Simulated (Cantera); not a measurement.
Charge: 1 mol S, 0.0042 mol SO2, 0.16 mol H2, equilibrated at 1525 °C.

Equilibrium computed with Cantera from the NASA thermochemical tables; the gas is ideal and each condensed phase is pure. Candidate condensed phases: H2O, H2SO4, S; 19 gas species. The ideal-gas law is rough above about 30 bar. The numbers say what is thermodynamically allowed, not how fast it happens.

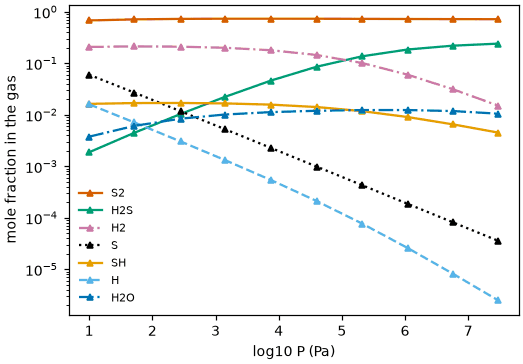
Figure: Equilibrium gas composition (values under 1e-9 drawn at 1e-9)

Problem. Read off the mole fractions at 52.0 Pa.

Solution. S2 about 0.72, H2 about 0.21, S about 0.027, SH about 0.017, H about 0.0072, H2O about 0.0061, H2S about 0.0045.
